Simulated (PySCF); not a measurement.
# C₆H₁₁ClO₂Si: what the fields show

The calculation's input:

```
{"job": {"kind": "nmr", "xc": "PBE0", "basis": "pcSseg-1"}, "charge": 0, "multiplicity": 1}
C     -2.840366     0.003599    -0.035826
C     -1.399223     0.379823     0.000805
C     -1.062697     1.681096     0.647262
C     -0.441309    -0.403989    -0.546213
C     -0.704849    -1.654828    -1.241848
O     -1.773290    -2.213111    -1.347058
O      0.884535     0.013062    -0.540574
C      1.741749    -0.738301     0.311931
Si     3.422915     0.155579     0.179070
Cl     3.221134     1.970891     1.003860
H     -3.009029    -0.908725     0.534804
H     -3.153019    -0.218161    -1.054938
H     -3.457112     0.800722     0.370611
H     -1.529194     2.494595     0.091558
H      0.010598     1.846756     0.672116
H     -1.460627     1.704167     1.661756
H      0.202558    -2.076631    -1.720207
H      1.344314    -0.742593     1.335213
H      1.800480    -1.782875    -0.012254
H      3.761854     0.305803    -1.229838
H      4.431658    -0.599934     0.919298
```

Command:

```sh
OMP_NUM_THREADS=1 python probes_run.py task.json out
```

Geometry: GFN2-xTB.

Method: PySCF 2.14.0, PBE0/pcSseg-1, SCF density, gas phase, non-relativistic.

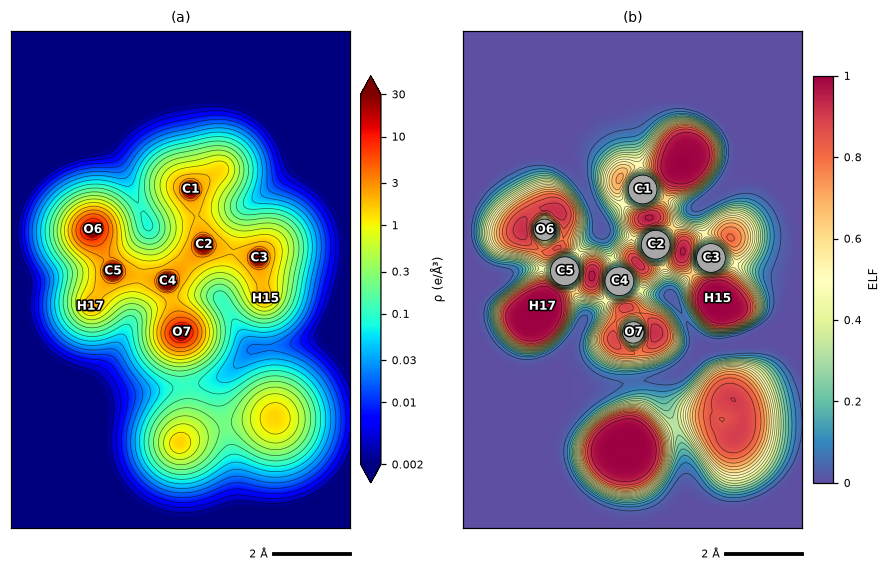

Figure 1. (a) total electron density; (b) electron localisation function on the plane of atoms C5, C4 and O7. Grey discs cover the atomic cores in the ELF map.

**Read the bonding off the picture.**

The section cuts through C, O and H sites. C–O (1.21 Å): the density is about 3.3 e/Å³ at the midpoint; the ELF peaks at about 0.85 between the atoms (a short, multiple covalent bond). C–C (1.35 Å): the density is about 2.2 e/Å³ at the midpoint; the ELF peaks at about 0.95 between the atoms: localised, covalent bonding. C–H (1.09 Å): the density is about 2 e/Å³ at the midpoint; the ELF climbs to about 1 towards the hydrogen, as it does in any bond to H (a covalent bond by its length). C–O (1.39 Å): the density is about 2.2 e/Å³ at the midpoint, with its minimum of 1.9 e/Å³ about 0.5 Å from C; the ELF peaks at about 0.90 between the atoms; a shared but strongly polarised pair. C–C (1.46 Å): the density is about 1.9 e/Å³ at the midpoint; the ELF peaks at about 0.95 between the atoms: localised, covalent bonding. The ELF also peaks beside Cl10, O7 and O6, away from the bonds: lone-pair regions.

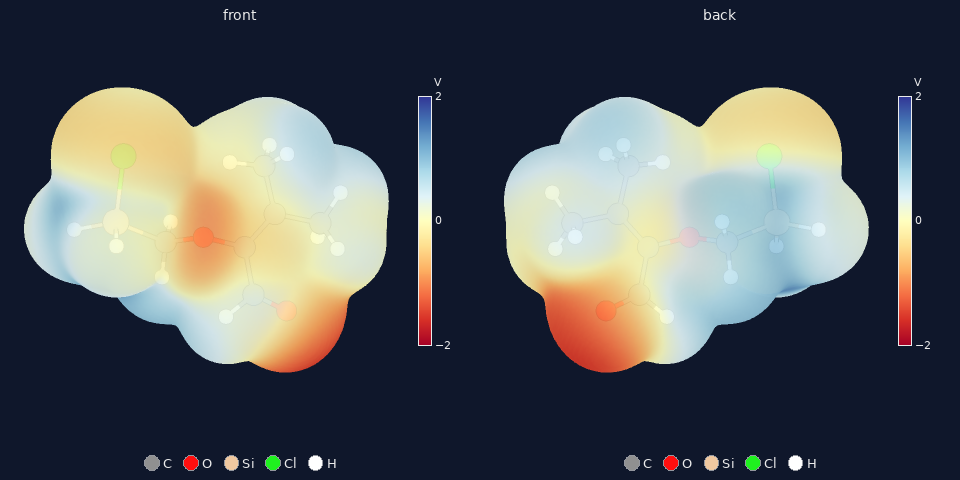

Figure 2. The electrostatic potential painted on the density surface at 0.001 e/bohr³, seen from the front and from behind; the colour scale runs from red (negative) to blue (positive).

**Describe the electrostatic potential map.**

The most negative region (about −1.5 V) lies over O6, the most positive (about +1.3 V) over Si9. O6 is the likeliest acceptor of a hydrogen bond.

**What dipole moment does the calculation give?**

Its dipole moment is 1.70 D.
